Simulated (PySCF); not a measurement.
```json
{"atom": "C", "x (Å)": "-2.5715", "y (Å)": "-0.5588", "z (Å)": "-0.8042"}
{"atom": "C", "x (Å)": "-1.4524", "y (Å)": "0.1372", "z (Å)": "-0.6533"}
{"atom": "C", "x (Å)": "-0.2826", "y (Å)": "-0.2874", "z (Å)": "0.0917"}
{"atom": "Cl", "x (Å)": "-0.4109", "y (Å)": "-1.9205", "z (Å)": "0.8490"}
{"atom": "C", "x (Å)": "0.8192", "y (Å)": "0.3694", "z (Å)": "0.2658"}
{"atom": "Si", "x (Å)": "2.5152", "y (Å)": "0.6485", "z (Å)": "0.9139"}
{"atom": "H", "x (Å)": "-2.6988", "y (Å)": "-1.5334", "z (Å)": "-0.3657"}
{"atom": "H", "x (Å)": "-3.3969", "y (Å)": "-0.1692", "z (Å)": "-1.3745"}
{"atom": "H", "x (Å)": "-1.3416", "y (Å)": "1.1160", "z (Å)": "-1.1004"}
{"atom": "H", "x (Å)": "2.4207", "y (Å)": "1.7403", "z (Å)": "1.8839"}
{"atom": "H", "x (Å)": "3.0487", "y (Å)": "-0.5588", "z (Å)": "1.5560"}
{"atom": "H", "x (Å)": "3.3521", "y (Å)": "1.0161", "z (Å)": "-0.2293"}
```

Geometry: GFN2-xTB.

Method: UKS B3LYP, pcH-1 on C Cl H Si, non-relativistic, mean-field spin-orbit, GIAO (PySCF).

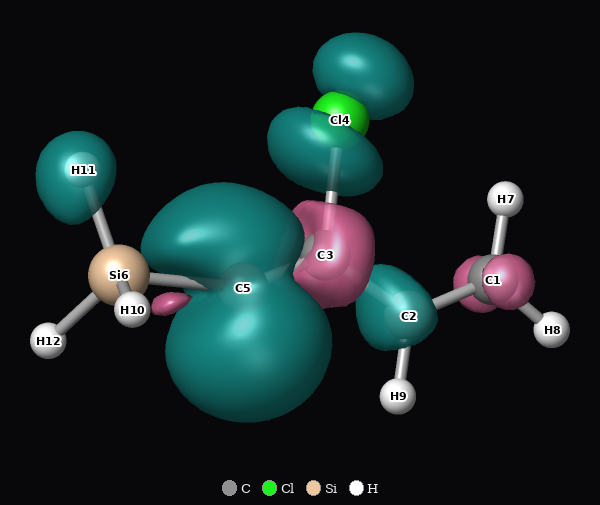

C4H6ClSi (SMILES C=C/C(Cl)=[C]/[SiH3]) (doublet). Isosurfaces of the spin density (α minus β) at +0.015 (teal) and −0.015 e/Å³ (pink), seen at a tilt.

Question: Describe the spin distribution.

Answer: The unpaired spin (1 electron) lies mostly on C5 (about 0.7), Cl4 (about 0.1) and Si6 (about 0.1), in electrons by Hirshfeld's partition.
